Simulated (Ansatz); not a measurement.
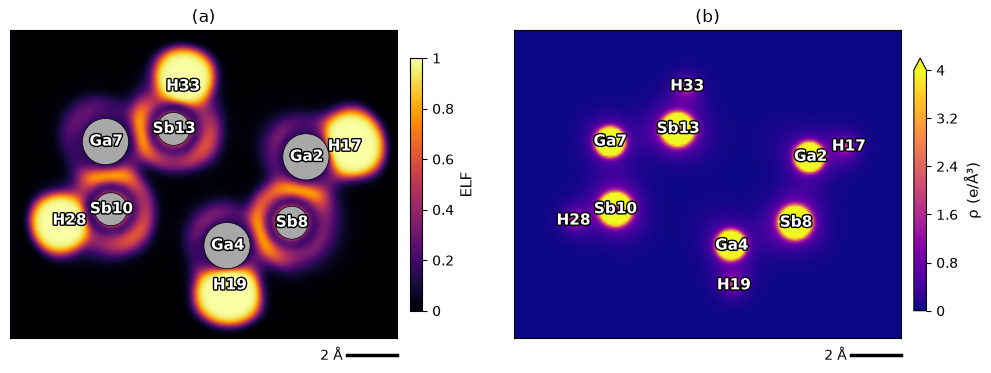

The picture shows: Ga7H20Sb7 (Ga7Sb7 zinc blende off sphere). (a) ELF; (b) electron density on the plane of atoms Sb8, Ga2 and H17. Grey discs cover the atomic cores in the ELF map.

Geometry: PBE-D4/def2-SVP; core potentials replace the inner electrons of Sb.

Theory: RKS PBE0-D4/def2-SVP in Ansatz 0.2.0.

| atom | x (Å) | y (Å) | z (Å) |
| --- | --- | --- | --- |
| Ga | 0.8255 | -4.0646 | 0.8205 |
| Ga | -2.4335 | 2.4348 | -2.4346 |
| Ga | 0.8871 | -0.8952 | -2.2697 |
| Ga | -2.2744 | -0.8937 | 0.8913 |
| Ga | 0.8286 | -0.8305 | 4.0595 |
| Ga | 0.8931 | 2.2654 | 0.8926 |
| Ga | 4.0678 | -0.8265 | 0.8211 |
| Sb | -3.6678 | 0.7607 | -0.7578 |
| Sb | -0.6754 | -2.3158 | -0.6708 |
| Sb | 2.1922 | -2.1910 | 2.1827 |
| Sb | -0.7578 | 0.7604 | -3.6679 |
| Sb | -0.7545 | 3.6647 | -0.7607 |
| Sb | 2.3126 | 0.6660 | -0.6722 |
| Sb | -0.6702 | 0.6647 | 2.3119 |
| H | 1.7498 | -4.7827 | -0.2409 |
| H | -0.2283 | -4.7842 | 1.7522 |
| H | -3.3442 | 3.3448 | -3.3414 |
| H | 1.7042 | -1.7124 | -3.3449 |
| H | -3.3496 | -1.7098 | 1.7094 |
| H | -0.2261 | -1.7613 | 4.7786 |
| H | 1.7533 | 0.2301 | 4.7779 |
| H | 1.7096 | 3.3399 | 1.7108 |
| H | 4.7880 | -1.7524 | -0.2371 |
| H | 4.7839 | 0.2338 | 1.7480 |
| H | -4.8189 | -0.0685 | -1.7301 |
| H | -4.8038 | 1.7426 | 0.0816 |
| H | -1.7537 | -3.1154 | -1.7501 |
| H | 3.1823 | -3.1903 | 3.1742 |
| H | -1.7290 | -0.0697 | -4.8194 |
| H | 0.0848 | 1.7396 | -4.8034 |
| H | 0.0874 | 4.7990 | -1.7421 |
| H | -1.7250 | 4.8180 | 0.0679 |
| H | 3.1090 | 1.7449 | -1.7531 |
| H | -1.7442 | 1.7433 | 3.1176 |

### Describe what can be read from this map.

- The plane passes through Ga, Sb and H nuclei.
- Ga–Sb (2.67 Å): ρ is about 0.43 e/Å³ halfway; the ELF peaks at about 0.80 between the atoms: a covalent bond.
- Ga–H (1.57 Å): ρ at the midpoint is about 0.94 e/Å³; the ELF climbs to about 1 towards the hydrogen.
- Ga–Sb (2.67 Å): ρ is about 0.43 e/Å³ halfway; the ELF peaks at about 0.80 between the atoms, as expected for localised, covalent bonding.
- Ga–Sb (2.72 Å): the density is about 0.39 e/Å³ at the midpoint, with its minimum of 0.35 e/Å³ about 1.2 Å from Ga; the ELF peaks at about 0.75 between the atoms; a covalent bond.
- Sb–H (1.72 Å): ρ is about 1.1 e/Å³ halfway; the ELF climbs to about 1 towards the hydrogen.
